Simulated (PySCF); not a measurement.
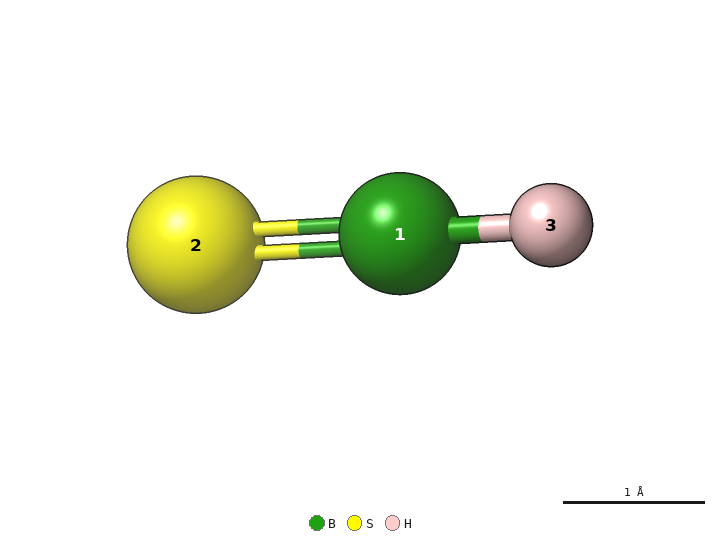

Orthographic view. Atoms fade into the background with distance from the viewer. The computed structure is the end point of a PBE0-D3(BJ)/def2-SVP optimisation. No frequency run is at hand to confirm it as a minimum.

Write a MOL file (V2000) with the atoms in numerical order, bonds sorted by atom number with the orders drawn, and coordinates in the frame of the picture: x right, y up, z towards the viewer, origin at the mean position.

```
BHS
                    3D

  3  2  0  0  0  0  0  0  0  0999 V2000
    0.1300    0.0100    0.0600 B   0  0  0  0  0  0  0  0  0  0  0  0
   -1.3200   -0.0700   -0.6200 S   0  0  0  0  0  0  0  0  0  0  0  0
    1.2000    0.0700    0.5700 H   0  0  0  0  0  0  0  0  0  0  0  0
  1  2  2  0
  1  3  1  0
M  END
```
